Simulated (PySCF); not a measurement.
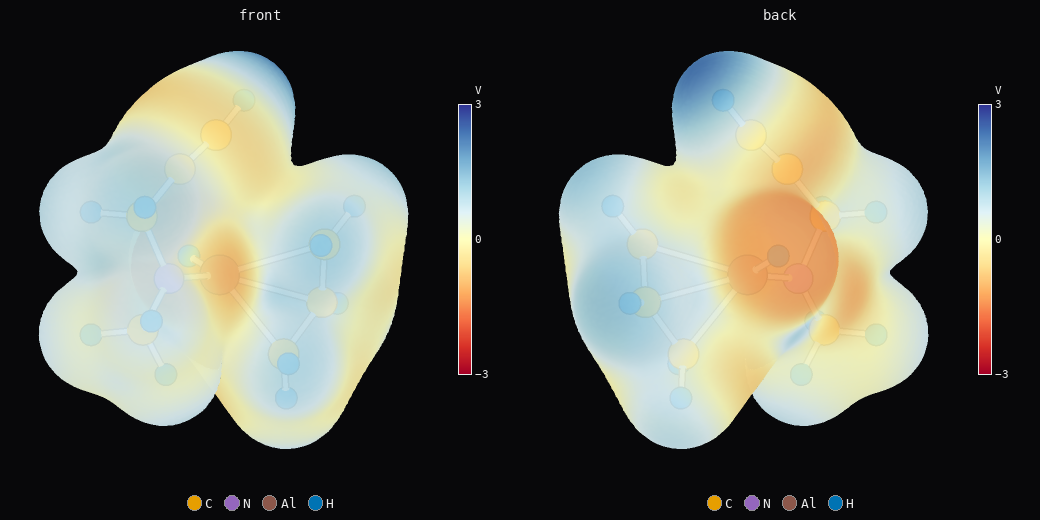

Figure. C$_{7}$H$_{12}$AlN. The molecular electrostatic potential painted on the density surface at 0.004 e/bohr³, seen from the front and from behind; red is negative and blue positive.

Geometry: GFN2-xTB.

Theory: PySCF, revPBE/pcSseg-1, SCF density, in a chloroform solvent model, non-relativistic.

Input file:

```
{"job": {"kind": "nmr", "xc": "revPBE", "basis": "pcSseg-1", "solvent": "chloroform", "pop": false}, "charge": 0, "multiplicity": 1}
C     -2.453702     1.207230    -0.586730
C     -2.251204     0.125124    -0.100957
C     -1.836848    -1.129671     0.486560
N     -0.382679    -1.170992     0.381015
C      0.195586    -2.263972     1.132017
Al     0.244724     0.025551    -0.817286
C      0.582952     2.196409    -0.168551
C      1.742443     1.704664    -0.746960
C      2.283428     0.437976    -0.373943
H     -2.767654     2.125880    -0.990227
H     -2.318349    -1.970472    -0.037412
H     -2.156848    -1.164943     1.541146
H      1.278327    -2.223146     1.030868
H     -0.152686    -3.235936     0.759912
H     -0.064805    -2.198068     2.197176
H     -0.158188    -0.144498    -2.280004
H      0.391678     1.943024     0.874634
H      0.209321     3.164570    -0.467399
H      2.074126     2.145027    -1.681324
H      2.325788     0.262562     0.702670
H      3.214591     0.163680    -0.855204
```

Run with:

```sh
OMP_NUM_THREADS=1 python ens_run.py task.json out
```

Question: Where is the surface potential most negative and most positive?

Answer: The most negative region (about −1.3 V, or −30 kcal/mol for a unit charge) lies over H16, the most positive (about +2.2 V, or +51 kcal/mol for a unit charge) over H10.
